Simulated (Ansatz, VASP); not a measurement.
## CaO (Lime): VASP beside Ansatz

Wanted: the spread between two codes on one cell, functional and k mesh.

Program: Ansatz 0.2.0. Level of theory: plane waves, with VASP 6.6.1 beside it; band structure at PBE0 and band structure at r2SCAN-EpsX. Results are calculated unless marked as measured.

## (1) The structure

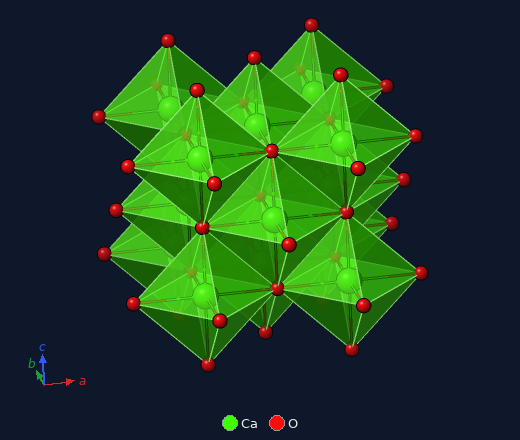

The cell as given, slightly off an axis (calcium green, oxygen red). This picture shows the conventional cell, with its axes. Some periodic images of atoms are drawn too.

As a file:

```cif
data_structure
_symmetry_space_group_name_H-M 'P 1'
_symmetry_Int_Tables_number 1
_cell_length_a 3.4033
_cell_length_b 3.4033
_cell_length_c 3.4033
_cell_angle_alpha 60.000
_cell_angle_beta 60.000
_cell_angle_gamma 60.000
_cell_volume 27.87
loop_
_atom_site_label
_atom_site_type_symbol
_atom_site_fract_x
_atom_site_fract_y
_atom_site_fract_z
_atom_site_occupancy
Ca1 Ca 0.00000 0.00000 0.00000 1
O2 O 0.50000 0.50000 0.50000 1
```

## (2) Ansatz: band structure, PBE0

Ansatz runs on its default PAW (the set named soft_2) files.

Levels along a path test the potential and the projectors away from the mesh points.

input.yaml reads:

```yaml
crystal:
  lattice:
    - [0.0, 2.4065, 2.4065]
    - [2.4065, 0.0, 2.4065]
    - [2.4065, 2.4065, 0.0]
  atoms:
    - { symbol: Ca, position: [0.0, 0.0, 0.0] }
    - { symbol: O, position: [0.5, 0.5, 0.5] }
hamiltonian:
  xc: pbe0
  pseudopotentials: { kind: paw }
kpoints:
  mp_grid: { grid: [5, 5, 5] }
  band_path:
    path:
      - [0.0, 0.0, 0.0]
      - [0.5, 0.0, 0.5]
      - [0.5, 0.22222, 0.72222]
      - [0.40278, 0.34722, 0.75]
      - [0.125, 0.125, 0.25]
      - [0.27778, 0.27778, 0.27778]
      - [0.55556, 0.38889, 0.55556]
      - [0.58333, 0.25, 0.66667]
      - [0.5, 0.30556, 0.69444]
      - [0.48611, 0.48611, 0.52778]
      - [0.625, 0.25, 0.625]
      - [0.5, 0.0, 0.5]
    npoints: 1
scf:
  occupations: { method: gaussian, width: 0.03 }
  n_extra_bands: 7
output:
  forces: true
  stress: true
  eigenvalues: true
  write_density: true
  write_potential: true
  elf: true
  volumetric_format: npy
```

Started as:

```sh
$ ansatz run input.yaml --threads 4 --pin off --max-ram 9216MiB --backend cpu --events-out ev --progress --plain --runs-dir out
```

Numbers of over 12 decimals in the logs are rounded to 6 here.

Output:

```text
Warning: output.stress: scf.convergence.dr2_threshold = 1e-7 eV (the SCF's general default) is looser than the 2e-10 eV advised for a printed stress (1e-10 eV for each atom of the cell: 2). What an SCF threshold leaves in a stress goes as its square root, and in the free energy as the threshold itself, and one threshold admits the most on a small cell: [figures from the program's tests cut] Set scf.convergence.dr2_threshold to 2e-10 eV or tighter. The threshold is an SCF's pass mark: one that does not reach it within its budget of iterations ends unconverged, or closes short of it on a stop that the run arms, and scf.convergence.dr2_threshold's page says what that costs each kind of run
Warning: output.stress: scf.exx.energy_threshold = 1e-6 eV is looser than the 2e-8 eV advised for a stress under a hybrid functional (1e-8 eV for each atom of the cell: 2). Every SCF of the exchange loop can meet its threshold on dr2 while the loop round them stops early: no threshold on dr2 bounds what that leaves in the stress. Set scf.exx.energy_threshold to 2e-8 eV or tighter. The threshold is the loop's pass mark: a loop that does not reach it within its budget of cycles ends unconverged, and scf.exx.energy_threshold's page has the law
scf.n_extra_bands = 7 over 8 filled bands (N_el = 16.0): the run solves 15 bands
Engine: ansatz 0.2.0, x86_64-unknown-linux-gnu
Pseudopotentials: kind: paw
Pseudopotential: Ca, paw, valence charge 10, recommended cutoff 420 eV (normal), Ca.paw.azcp
Pseudopotential: O, paw, valence charge 6, recommended cutoff 420 eV (normal), O.paw.azcp
Functional definition: PBE0
  parameter a = 0.25
  parameter kappa = 0.804
  parameter beta = 0.066725
  exchange = (1 - a)*pbe_x(kappa = kappa, mu = beta*pi^2/3) + a*exact_x
  correlation = pbe_c(beta = beta)
Crystal: 2 atoms, lattice volume = 27.873 Å³
Basis set: ecut = 420 eV, 537 PW (Γ), exchange–correlation on 48×48×48 points (8 copies of the dense FFT grid, shifted against one another)
Bands: 15, of which v1, the nominal top of the filled ones, is band 8 counted from 1 (7 counted from 0)
Symmetry: 48 space group operations
Space group: Fm-3m (ITA 225), of the structure as read, at distance tolerance 3.0e-5 Å
k-points: 10 of 125
Non-local potential: Ca, projectors of the file, l = 0: 3, l = 1: 2, l = 2: 2
Non-local potential: O, projectors of the file, l = 0: 2, l = 1: 2, l = 2: 1
PAW form: soft (Blöchl's): semilocal exchange-correlation on the pseudo side does not see the compensation charge
PAW frozen core: Ca, regenerated for the run's functional, and the local potential with it (the file was generated under x = pbe(κ = 0.804, μ = 0.219515), c = pbe(β = 0.066725))
PAW frozen core: O, regenerated for the run's functional, and the local potential with it (the file was generated under x = pbe(κ = 0.804, μ = 0.219515), c = pbe(β = 0.066725))
PAW one-centre angular grid: Ca, 110 points (default); XC on 64 Gauss nodes
PAW one-centre angular grid: O, 110 points (default); XC on 64 Gauss nodes
Initial density: superposition of atomic densities (neutral atoms: chi_scale 0, normalization atom), corrected by the library's trained network
Initial wavefunctions: pseudopotential atomic-orbital guess
Functional: x = pbe(κ = 0.804, μ = 0.219515), c = pbe(β = 0.066725), warm-up for x = 0.75 pbe(κ = 0.804, μ = 0.219515) + 0.25 exact, c = pbe(β = 0.066725)
SCF iter   1: F=—  HF=-2387.721509 eV  |F-HF|=—  |Δ(HF+E_count)|=         —  Δρ=5.77e-4  dr2=4.48e-5  ethr=1.77e-3  ⟨swp⟩=2.0  Hψ=1048  notcnv=0
preconditioner: auto → none  [insulator: Δε(μ)=3.834 eV  Ē_g=19.953 eV  σ=0.030 eV  W_gap=1.00  n_scr=8 (ndim 8)  ℏωp=26.3 eV  f_vac=0.000  D(μ)=0.00/eV (n_scr^D=0)]
SCF iter   2: F=-2387.721720 eV  HF=-2387.721665 eV  |F-HF|=5.42e-5  |Δ(HF+E_count)|=   1.57e-4  Δρ=2.53e-4  dr2=7.96e-6  ethr=2.80e-7  ⟨swp⟩=3.5  Hψ=354  notcnv=0  defer=4
SCF 1 stopped early in 2 iterations: F = -2387.721720 eV  dr2 = 7.96e-6
  greatest PAW one-centre occupation: 0.995 electrons in one spin orbital (limit 2), on the Ca atom at site 0 (counted from 0), in its partial waves of l = 0
Initial density: handed on by an earlier stage of this run
Initial wavefunctions: those handed on with the density
Functional: x = 0.75 pbe(κ = 0.804, μ = 0.219515) + 0.25 exact, c = pbe(β = 0.066725)
Frozen-core exchange: fock
SCF iter   1: F=—  HF=-2388.650712 eV  |F-HF|=—  |Δ(HF+E_count)|=         —  Δρ=9.40e-3  dr2=4.06e-2  ethr=4.98e-7  ⟨swp⟩=6.3  Hψ=754  notcnv=0
preconditioner: auto → none  [insulator: Δε(μ)=6.466 eV  Ē_g=23.618 eV  σ=0.030 eV  W_gap=1.00  n_scr=8 (ndim 8)  ℏωp=26.3 eV  f_vac=0.000  D(μ)=0.00/eV (n_scr^D=0)]
SCF iter   2: F=—  HF=-2388.640709 eV  |F-HF|=—  |Δ(HF+E_count)|=   1.00e-2  Δρ=8.79e-3  dr2=1.50e-2  ethr=4.98e-7  ⟨swp⟩=4.8  Hψ=541  notcnv=0
SCF iter   3: F=—  HF=-2388.637475 eV  |F-HF|=—  |Δ(HF+E_count)|=   3.23e-3  Δρ=2.14e-3  dr2=2.11e-3  ethr=4.98e-7  ⟨swp⟩=4.1  Hψ=454  notcnv=0
SCF iter   4: F=—  HF=-2388.644909 eV  |F-HF|=—  |Δ(HF+E_count)|=   7.43e-3  Δρ=1.25e-3  dr2=7.05e-4  ethr=4.98e-7  ⟨swp⟩=4.0  Hψ=431  notcnv=0
SCF iter   5: F=—  HF=-2388.644703 eV  |F-HF|=—  |Δ(HF+E_count)|=   2.06e-4  Δρ=1.92e-4  dr2=2.08e-5  ethr=4.98e-7  ⟨swp⟩=3.0  Hψ=276  notcnv=0
SCF iter   6: F=-2388.644791 eV  HF=-2388.644790 eV  |F-HF|=9.82e-7  |Δ(HF+E_count)|=   8.70e-5  Δρ=1.02e-4  dr2=3.01e-6  ethr=5.63e-8  ⟨swp⟩=3.9  Hψ=324  notcnv=0
SCF 2 stopped early in 6 iterations: F = -2388.644791 eV  dr2 = 3.01e-6
  greatest PAW one-centre occupation: 0.996 electrons in one spin orbital (limit 2), on the Ca atom at site 0 (counted from 0), in its partial waves of l = 0
hybrid outer 1: dexx = +8.950e-3 eV, tail = 2.02e-5 eV
Frozen-core exchange: fock
SCF iter   1: F=—  HF=-2388.644883 eV  |F-HF|=—  |Δ(HF+E_count)|=         —  Δρ=6.10e-5  dr2=4.32e-7  ethr=6.32e-7  ⟨swp⟩=4.1  Hψ=388  notcnv=0
preconditioner: auto → none  [insulator: Δε(μ)=6.254 eV  Ē_g=23.544 eV  σ=0.030 eV  W_gap=1.00  n_scr=8 (ndim 8)  ℏωp=26.3 eV  f_vac=0.000  D(μ)=0.00/eV (n_scr^D=0)]
SCF iter   2: F=—  HF=-2388.644883 eV  |F-HF|=—  |Δ(HF+E_count)|=   2.87e-7  Δρ=2.16e-5  dr2=1.04e-7  ethr=2.47e-9  ⟨swp⟩=3.9  Hψ=302  notcnv=0
iter 3 solved again at ethr=1.41e-11 eV; its pass at ethr=5.88e-10 eV (dr2=2.26e-9 eV) is discarded
SCF iter   3: F=-2388.644883 eV  HF=-2388.644883 eV  |F-HF|=4.00e-9  |Δ(HF+E_count)|=   1.74e-8  Δρ=6.40e-6  dr2=3.63e-9  ethr=1.41e-11  ⟨swp⟩=3.1  Hψ=607  notcnv=0
SCF 3 converged in 3 iterations: F = -2388.644883 eV  dr2 = 3.63e-9
  Residual-converged pass: ⟨swp⟩=2.6  Hψ=234  notcnv=0  max |occ|·‖R‖ = 2.2e-6 eV (tolerance 2.4e-6 eV)  dr2=3.64e-9  dr2_onsite=3.75e-10  max |Δocc| = 0.0e0
hybrid outer 2: dexx = +2.829e-7 eV, tail = 1.35e-8 eV, Δε = 2.73e-3 eV (about 9.69e-5 eV left of the loop's levels)
NSCF: frozen V_eff on 12 k-points
hybrid SCF converged: 2 outer / 9 inner (+2 warm-up), last move |dexx| = 2.83e-7 eV, tail = 1.35e-8 eV
Stability not checked: this state was not tested for a lower state beside it, because the functional holds exact exchange (a hybrid, or Hartree-Fock), whose exchange loop this test does not read (fock_operator; see scf.lower_state_search)
Free energy (F): -2388.644883 eV
Frozen-core exchange: fock
Harris-Foulkes:  -2388.644883 eV  (|F-HF|=4.00e-9)
Internal energy: -2388.644883 eV  (E = F + TS)
E sigma→0 (E₀):  -2388.644883 eV
Fermi energy:    9.320993 eV
--- Per-component energies (eV) ---
  E_band       = -140.533200
  E_kinetic    = 456.931471
  E_local      = -892.771017  (includes V_loc(G=0)·N_el)
  E_nonlocal   = 110.034915
  E_hartree    = 296.438577
  E_xc         = -164.417295
  E_vxc        = -206.808128  (∫ρ·V_xc dr)
  E_exx        = -54.961466  (= α·E_x^exact, valence–valence)
  E_paw        = -1011.351969  (= ΣΔE_a)
  E_vpaw       = -90.877023  (= ΣTr[D̂ρ^β])
  E_aug_tail   = 0.002413  (compensation charges beyond the density's cutoff)
  E_ewald      = -1128.379897
  E_core_change = -0.170616  (= ΣΔE_core)
  E_smearing   = -0.000000  (= −TS)
  E_closure    = 0.000001  (closes the sum)
  Σ components = -2388.644883   (vs F -2388.644883, Δ=0.00e0)
--- Forces (eV/Å), atoms counted from 1 ---
  atom   1  Ca    -0.00000000    -0.00000000     0.00000000
  atom   2  O      0.00000000     0.00000000    -0.00000000
  max |Σ_I F_I| component: 1.64e-29 eV/Å
--- Stress (GPa, compression-positive) ---
       -1.123490       0.000000      -0.000000
        0.000000      -1.123490       0.000000
       -0.000000       0.000000      -1.123490
  P = ⅓ Tr σ = -1.1235 GPa (-11.235 kbar)
--- Band table (eV; the first three rows and the last of 10) ---
  k-point 0: bands = [... 4 lower, -10.8481, 6.1938, 6.1938, 6.1938, 13.1235, 15.1440, 15.1440, 15.1440, ... 3 higher]
  k-point 1: bands = [... 4 lower, -10.2713, 5.0077, 5.7070, 5.7070, 14.6635, 15.1009, 15.8525, 15.8525, ... 3 higher]
  k-point 2: bands = [... 4 lower, -9.5776, 3.5777, 5.0368, 5.0368, 15.6845, 16.7757, 17.2566, 17.2566, ... 3 higher]
  k-point 9: bands = [... 4 lower, -10.0488, 4.4530, 5.0722, 5.2183, 14.4006, 16.1302, 17.5813, 18.4859, ... 3 higher]
```

It took 5.3 s on 4 threads of Intel Xeon Gold 6455B (Sapphire Rapids), shared host; peak memory 0.6 GiB; 18 s of CPU time.

Reading the cycles: dr2 is the Hartree energy of the density residual (eV), the measure of convergence; HF is the Harris–Foulkes estimate of the energy, which meets the free energy F at convergence.

## (3) VASP: band structure, PBE0

The same cell, functional, mesh and smearing now go to VASP, with its own data sets and cutoff.

Lines of VASP's logs that name or quote its potential files are left out, and so is its time.

INCAR reads:

```
SYSTEM = CaO
PREC = Accurate
ENCUT = 460
EDIFF = 1E-06
NELM = 100
ISMEAR = 0
SIGMA = 0.03
LREAL = .FALSE.
ALGO = Normal
LHFCALC = .TRUE.
AEXX = 0.25
GGA = PE
LASPH = .TRUE.
NBANDS = 14
PRECFOCK = Fast
HFRCUT = -1
LORBIT = 11
LWAVE = .FALSE.
LCHARG = .FALSE.
KPAR = 4
```

POSCAR reads:

```
CaO
1.0
    0.0000000000      2.4065000000      2.4065000000
    2.4065000000      0.0000000000      2.4065000000
    2.4065000000      2.4065000000      0.0000000000
Ca O
1 1
Direct
    0.0000000000      0.0000000000      0.0000000000
    0.5000000000      0.5000000000      0.5000000000
```

KPOINTS reads:

```
Automatic mesh
0
Gamma
5 5 5
0 0 0
```

KPOINTS_OPT reads:

```
Line mode
10
Line-mode
Reciprocal
  0.00000000   0.00000000   0.00000000 GAMMA
  0.50000000   0.00000000   0.50000000 X

  0.50000000   0.00000000   0.50000000 X
  0.50000000   0.25000000   0.75000000 W

  0.50000000   0.25000000   0.75000000 W
  0.37500000   0.37500000   0.75000000 K

  0.37500000   0.37500000   0.75000000 K
  0.00000000   0.00000000   0.00000000 GAMMA

  0.00000000   0.00000000   0.00000000 GAMMA
  0.50000000   0.50000000   0.50000000 L

  0.50000000   0.50000000   0.50000000 L
  0.62500000   0.25000000   0.62500000 U

  0.62500000   0.25000000   0.62500000 U
  0.50000000   0.25000000   0.75000000 W

  0.50000000   0.25000000   0.75000000 W
  0.50000000   0.50000000   0.50000000 L

  0.50000000   0.50000000   0.50000000 L
  0.37500000   0.37500000   0.75000000 K

  0.62500000   0.25000000   0.62500000 U
  0.50000000   0.00000000   0.50000000 X
```

PAW data sets: Ca_sv and O (PBE family, release 64).

Started as:

```sh
$ mpirun -np 4 vasp_std
```

Output:

```text
[banner, memory and clock lines left out]
running    4 mpi-ranks, on    1 nodes
 distrk:  each k-point on    1 cores,    4 groups
 distr:  one band on    1 cores,    1 groups

 POSCAR found type information on POSCAR CaO
 POSCAR found :  2 types and       2 ions
 LDA part: xc-table for (Slater+PW92), standard interpolation
 found WAVECAR, reading the header
 POSCAR, INCAR and KPOINTS ok, starting setup
 FFT: planning ... GRIDC
 FFT: planning ... GRID_SOFT
 FFT: planning ... GRID
 HFRCUT set to (new)   9.404513
 reading WAVECAR
 the WAVECAR file was read successfully
 initial charge from wavefunction
 entering main loop
       N       E                     dE             d eps       ncg     rms          rms(c)
DAV:   1    -0.154837706390E+02   -0.15484E+02   -0.47452E-01   296   0.881E+00    0.113E+00
DAV:   2    -0.154554501392E+02    0.28320E-01   -0.87252E-02   304   0.334E+00    0.436E-01
DAV:   3    -0.154562517370E+02   -0.80160E-03   -0.23872E-02   304   0.125E+00    0.389E-01
DAV:   4    -0.154556195491E+02    0.63219E-03   -0.19570E-03   344   0.500E-01    0.215E-01
DAV:   5    -0.154552009006E+02    0.41865E-03   -0.12536E-03   322   0.337E-01    0.815E-02
DAV:   6    -0.154551601805E+02    0.40720E-04   -0.76102E-05   286   0.954E-02    0.460E-02
DAV:   7    -0.154551217217E+02    0.38459E-04   -0.22793E-05   302   0.543E-02    0.297E-02
DAV:   8    -0.154551177381E+02    0.39835E-05   -0.71406E-06   348   0.272E-02    0.194E-02
DAV:   9    -0.154551159184E+02    0.18198E-05   -0.22673E-06   256   0.160E-02    0.105E-02
DAV:  10    -0.154551157611E+02    0.15724E-06   -0.84969E-07   140   0.943E-03
   1 F= -.15455116E+02 E0= -.15455116E+02  d E =-.284819E-41
 Start KPOINTS_OPT (optional k-point list driver)
k-point batch [1-10\100]
       N       E                     dE             ncg
DAV:   1    -0.698157792519E+03   -0.40240E+04      280
DAV:   2    -0.212811256687E+04   -0.14300E+04      352
DAV:   3    -0.221607179447E+04   -0.87959E+02      310
DAV:   4    -0.221840881363E+04   -0.23370E+01      412
DAV:   5    -0.221845183853E+04   -0.43025E-01      348
DAV:   6    -0.221845253789E+04   -0.69936E-03      404
DAV:   7    -0.221845255607E+04   -0.18179E-04      278
DAV:   8    -0.221845255653E+04   -0.45853E-06      206
[...]
k-point batch [91-100\100]
       N       E                     dE             ncg
DAV:   1    -0.819868985015E+03   -0.72374E+04      280
DAV:   2    -0.217136937318E+04   -0.13515E+04      322
DAV:   3    -0.224513222225E+04   -0.73763E+02      340
DAV:   4    -0.224746548929E+04   -0.23333E+01      444
DAV:   5    -0.224752480257E+04   -0.59313E-01      396
DAV:   6    -0.224752621709E+04   -0.14145E-02      468
DAV:   7    -0.224752628299E+04   -0.65900E-04      408
DAV:   8    -0.224752628455E+04   -0.15576E-05      370
DAV:   9    -0.224752628467E+04   -0.11753E-06      290
```

OUTCAR, selected parts (step 3):

```text
ion  position               nearest neighbor table
   1  0.000  0.000  0.000-   2 2.41   2 2.41   2 2.41   2 2.41   2 2.41   2 2.41
   2  0.500  0.500  0.500-   1 2.41   1 2.41   1 2.41   1 2.41   1 2.41   1 2.41

  LATTYP: Found a face centered cubic cell.
 ALAT       =     4.8130000000

 Subroutine GETGRP returns: Found 48 space group operations
 (whereof 48 operations were pure point group operations)

The static configuration has the point symmetry O_h .

 Found     10 irreducible k-points:

   k-points           NKPTS =     10   k-points in BZ     NKDIM =    125   number of bands    NBANDS=     14

   dimension x,y,z NGX =    24 NGY =   24 NGZ =   24
   dimension x,y,z NGXF=    48 NGYF=   48 NGZF=   48

   ENCUT  =  460.0 eV  33.81 Ry    5.81 a.u.   5.95  5.95  5.95*2*pi/ulx,y,z

   NELECT =      16.0000    total number of electrons

 k-points in reciprocal lattice and weights: Automatic mesh
   0.00000000  0.00000000  0.00000000       0.008
   0.20000000  0.00000000  0.00000000       0.064
   0.40000000  0.00000000  0.00000000       0.064
   0.20000000  0.20000000  0.00000000       0.048
   0.40000000  0.20000000  0.00000000       0.192
  -0.40000000  0.20000000  0.00000000       0.192
  -0.20000000  0.20000000  0.00000000       0.096
   0.40000000  0.40000000  0.00000000       0.048
  -0.40000000  0.40000000  0.00000000       0.096
  -0.40000000  0.40000000  0.20000000       0.192

  exchange ACFDT corr.  =         0.00000000  see jH, gK, PRB 81, 115126

 average (electrostatic) potential at core
       1 -38.6949       2 -63.4678

 E-fermi :   1.1568

 k-point     1 :       0.0000    0.0000    0.0000
  band No.  band energies     occupation
    ...
      4     -18.6546      2.00000
      5     -16.1806      2.00000
      6       0.8756      2.00000
      7       0.8756      2.00000
      8       0.8757      2.00000
      9       7.7805      0.00000
     10       9.8217      0.00000
     11       9.8217      0.00000
     12       9.8217      0.00000
     13      11.4434      0.00000
    ...

 k-point     2 :       0.2000    0.0000    0.0000
  band No.  band energies     occupation
    ...
      4     -18.6728      2.00000
      5     -15.5977      2.00000
      6      -0.3193      2.00000
      7       0.3819      2.00000
      8       0.3819      2.00000
      9       9.3307      0.00000
     10       9.7789      0.00000
     11      10.5344      0.00000
     12      10.5344      0.00000
     13      12.3859      0.00000
    ...

 k-point     3 :       0.4000    0.0000    0.0000
  band No.  band energies     occupation
    ...
      4     -18.7010      2.00000
      5     -14.8948      2.00000
      6      -1.7585      2.00000
      7      -0.2938      2.00000
      8      -0.2937      2.00000
      9      10.3657      0.00000
     10      11.4514      0.00000
     11      11.9447      0.00000
     12      11.9447      0.00000
     13      14.0947      0.00000
    ...

  energy-cutoff  :      460.00
  volume of cell :       27.87
      direct lattice vectors                 reciprocal lattice vectors
     0.000000000  2.406500000  2.406500000    -0.207770621  0.207770621  0.207770621
     2.406500000  0.000000000  2.406500000     0.207770621 -0.207770621  0.207770621
     2.406500000  2.406500000  0.000000000     0.207770621  0.207770621 -0.207770621

 POSITION                                       TOTAL-FORCE (eV/Angst)
 -----------------------------------------------------------------------------------
      0.00000      0.00000      0.00000         0.000000      0.000000      0.000000
      2.40650      2.40650      2.40650         0.000000      0.000000     -0.000000
 -----------------------------------------------------------------------------------
    total drift:                                0.000000     -0.000000     -0.000000

  FREE ENERGIE OF THE ION-ELECTRON SYSTEM (eV)
  ---------------------------------------------------
  free  energy   TOTEN  =       -15.4551157611 eV

  energy  without entropy=      -15.4551157611  energy(sigma->0) =      -15.45511576

 total charge
# of ion       s       p       d       tot
------------------------------------------
    1        2.037   5.886   0.256   8.178
    2        1.560   3.488   0.000   5.047
--------------------------------------------------
tot          3.596   9.374   0.256  13.226

[... 3 further parts left out ...]
```

(Continued in part 2 of 2.)

[Lines on the potential files, build, host, timing and source positions are cut from VASP's logs without a mark.]

[Logs are printed without paths, hosts, clocks, repeated set-up lines and the standing remarks that a program may print on its own settings, such as how far it seeks lower states.]

[Hosts, paths, dates, database ids (printed as entryN), source tags and the programs' standing remarks are cut or masked in the printed files.]
